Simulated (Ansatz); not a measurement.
**FH2NOSi (SMILES N=[Si](O)F): density, localisation and related maps**

Input file:

```
crystal:
  periodic: [false, false, false]
  atoms:
    - { symbol: "N", position_ang: [-0.35164, 1.17237, -0.70046] }
    - { symbol: Si, position_ang: [-0.08335, -0.31017, -0.14217] }
    - { symbol: O, position_ang: [0.6612, -0.57398, 1.25055] }
    - { symbol: F, position_ang: [-0.36802, -1.80974, -0.60894] }
    - { symbol: H, position_ang: [-0.81826, 1.35932, -1.57403] }
    - { symbol: H, position_ang: [0.96006, 0.16219, 1.77505] }
basis:
  gaussian: { orbitals: def2-TZVP }
hamiltonian:
  xc: pbe0
  dispersion: d4
relax:
  f_tol: 0.015
  max_steps: 40
output:
  orbitals: {}
```

Run with:

```sh
ansatz run input.yaml --threads 2 --pin off --max-ram 3072MiB --backend cpu --events-out ev --progress --plain --runs-dir out
```

The fields are those of the relaxed geometry.

Computed with RKS PBE0-D4/def2-TZVP (Ansatz 0.2.0).

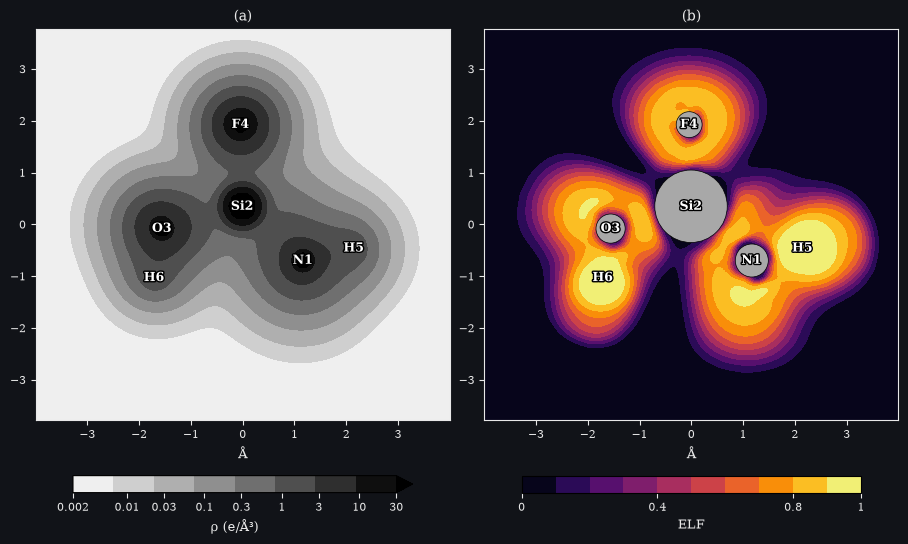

Figure 1. (a) total electron density; (b) ELF on the molecular plane. Grey discs cover the atomic cores in the ELF map.

What does the map show?

- The section cuts through N, Si, O, F and H sites.
- Si–N (1.57 Å): the density is about 1.4 e/Å³ at the midpoint; the ELF peaks at about 0.85 between the atoms, as expected for a polar covalent bond.
- Si–F (1.58 Å): the density is about 1.2 e/Å³ at the midpoint; the ELF peaks at about 0.85 in the valence shell of F, 0.6 Å from its nucleus, and is about 0.50 at the midpoint.
- Si–O (1.61 Å): ρ is about 1.3 e/Å³ halfway; the ELF peaks at about 0.90 between the atoms: a shared but strongly polarised pair.
- O–H (0.96 Å): ρ at the midpoint is about 3.8 e/Å³; the ELF climbs to about 1 towards the hydrogen, as it does in any bond to H: a covalent bond by its length.
- N–H (1.01 Å): ρ at the midpoint is about 2.8 e/Å³; the ELF climbs to about 1 towards the hydrogen (an ordinary covalent bond to hydrogen).
- The ELF also peaks beside N1, O3 and F4, away from the bonds: lone-pair regions.

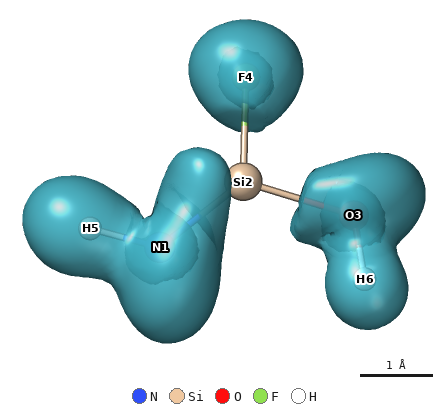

Figure 2. Isosurface of the electron localisation function at 0.75 (cyan), seen at a tilt. Only the valence region is drawn (cores and ρ < 0.01 e/Å³ removed).

Identify the bonds, lone pairs and shells in this picture.

The ELF exceeds this value in one region wrapped around F (its lone pairs, merged into a ring or cap), one joined region spread over several atoms (H, N, Si), in which their bonds and any lone pairs are merged and one joined region spread over several atoms (H, O), in which their bonds and any lone pairs are merged.

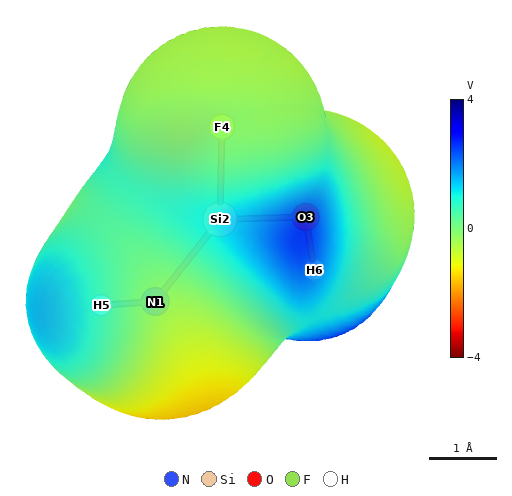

Figure 3. The electrostatic potential painted on the density surface at 0.002 e/bohr³, seen at a tilt; red is negative and blue positive.

Describe the electrostatic potential map.

The most negative region (about −1.7 V) lies over N1, the most positive (about +3.2 V) over H6. N1 is the likeliest acceptor of a hydrogen bond.
